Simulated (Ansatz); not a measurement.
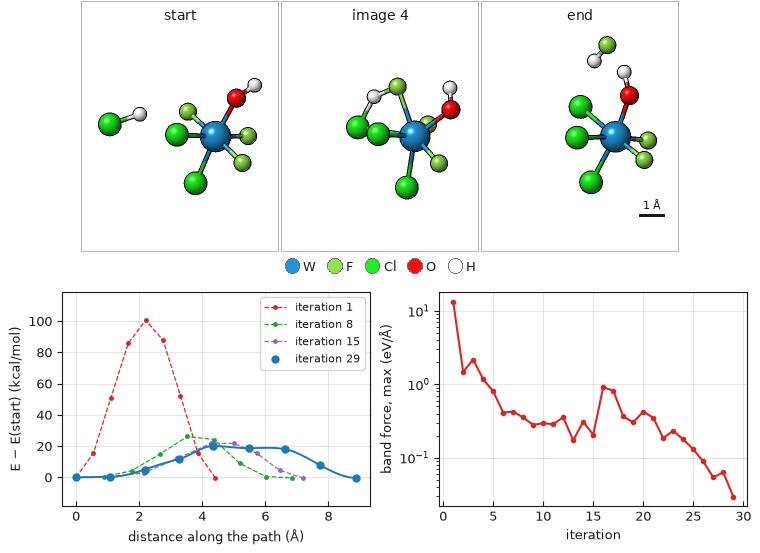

NEB run on WH₂OCl₃F₃. Images are numbered from 0 (start) to 8 (end). The plot follows the band through its iterations. A ball-and-stick model, seen at a tilt.

The calculation used RKS PBE/def2-SVP (Ansatz). Settings: 7 movable images; climbing image; force threshold 0.03 eV/Å; iteration limit 60; starting path by straight interpolation.

Judge this run.

The run is converged, with reservations. The band converged in 29 iterations. The largest component of the band force went from 13 to 0.03 eV/Å. The climbing image converged on the top of the path. Its curvatures weren't checked. The straight starting path can push atoms close together and costs iterations. The first iteration put the highest image at 100.7 kcal/mol. The energy climbs by 20.1 kcal/mol to image 4 and then falls by 20.4 kcal/mol, so the end point sits at −0.3 kcal/mol.
